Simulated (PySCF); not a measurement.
```yaml
atoms:
  - { symbol: O, position_ang: [1.4004, 0.3542, -1.4053] }
  - { symbol: C, position_ang: [2.4694, -0.0260, -0.8183] }
  - { symbol: O, position_ang: [2.3250, -0.8505, 0.3537] }
  - { symbol: C, position_ang: [1.0008, -1.0519, 0.7250] }
  - { symbol: C, position_ang: [0.3905, 0.2148, 1.3142] }
  - { symbol: N, position_ang: [-0.8067, 0.5649, 1.3149] }
  - { symbol: C, position_ang: [-1.8870, -0.0674, 0.6782] }
  - { symbol: Si, position_ang: [-2.2186, 0.8703, -0.9816] }
  - { symbol: H, position_ang: [3.1660, -0.6211, -1.4664] }
  - { symbol: H, position_ang: [3.1157, 0.8253, -0.4702] }
  - { symbol: H, position_ang: [0.4043, -1.3498, -0.1488] }
  - { symbol: H, position_ang: [1.0037, -1.8434, 1.4819] }
  - { symbol: H, position_ang: [1.1064, 0.8694, 1.7986] }
  - { symbol: H, position_ang: [-2.7570, 0.0342, 1.3289] }
  - { symbol: H, position_ang: [-1.7254, -1.1330, 0.4790] }
  - { symbol: H, position_ang: [-1.0486, 0.7648, -1.8326] }
  - { symbol: H, position_ang: [-3.3933, 0.2031, -1.5560] }
  - { symbol: H, position_ang: [-2.5543, 2.2484, -0.6267] }
```

Geometry: GFN2-xTB.

All numbers below come from UKS B3LYP, pcH-1 on C H N O Si, non-relativistic, mean-field spin-orbit, GIAO (PySCF).

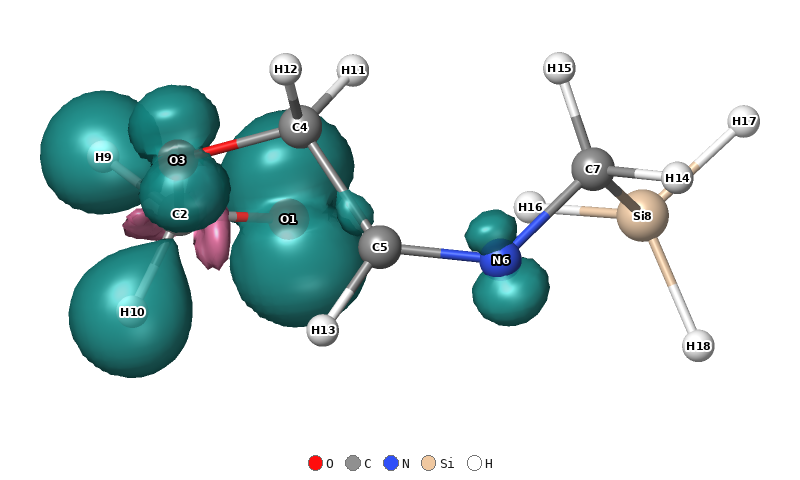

C4H10NO2Si (SMILES [O]COC/C=N\C[SiH3]) (doublet). Isosurfaces of the spin density (α minus β) at +0.03 (teal) and −0.03 e/Å³ (pink), seen from one side.

Describe the spin distribution.

Answer. The unpaired spin (1 electron) lies mostly on O1 (about 0.6), H10 (about 0.1), H9 (about 0.1), O3 (about 0.1) and C2 (about 0.1), in electrons by Hirshfeld's partition.
